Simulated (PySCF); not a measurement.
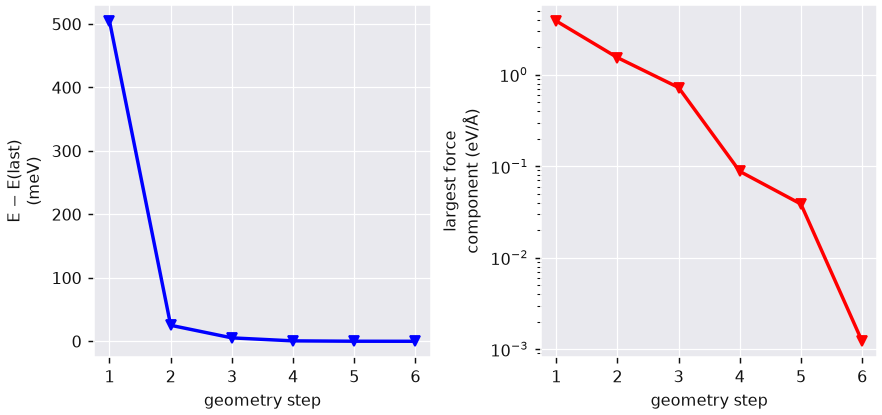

History of a geometry optimisation. The start has point group C2v, which is kept. A held symmetry can leave a saddle point.

System: RuO3 molecule, multiplicity 3.
Method: PySCF 2.14.0, UKS-based PBE0, Ru def2-SVP with ECP28, O def2-SVP; non-relativistic Hamiltonian with scalar-relativistic core potentials; density fitting.

**How did it end, and what did it gain?**

The optimisation met its thresholds at geometry 6, counting the start as the first. The energy fell by about 500 meV from the first step to the last. The largest force component goes from about 3.9 eV/Å at the start to 1.2 × 10⁻³ eV/Å at the end.
